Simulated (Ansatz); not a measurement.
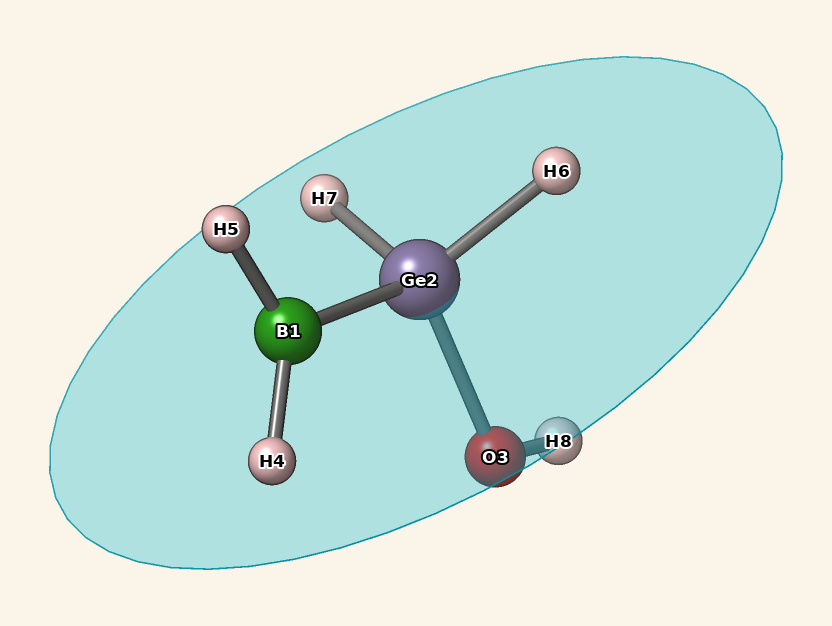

A disc through the centre of mass is drawn in. Distant atoms are faded towards the background colour. The computed structure is the end point of a PBE0-D4/def2-TZVP optimisation. No frequency run is at hand to confirm it as a minimum.

**Is the plane of the disc a mirror plane of the structure?**

No. The point group is Cs, with 1 mirror plane, and this plane isn't one of its mirror planes.
